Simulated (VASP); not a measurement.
Band structure of SiO2 (space group R32). Method: r2SCAN meta-GGA, VASP's PBE PAW potentials (set 64) (plane waves; VASP 6.6.1).

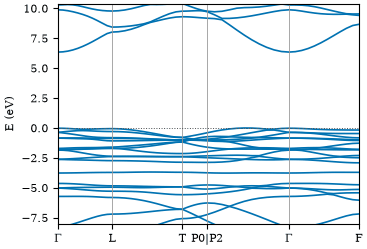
Fig. 1. Bands along high-symmetry lines, zero at the valence-band maximum or, without a gap, the Fermi level

Task: Read the plot: is there a gap, and where are the band edges?

Result: The gap is indirect, 6.35 eV, from the valence maximum at (0.20, 0.20, 0.20) to the conduction minimum at Γ.

The structure comes from a computed database's SiO2 entry (R32); how it stands against other phases isn't given here. It was relaxed first.
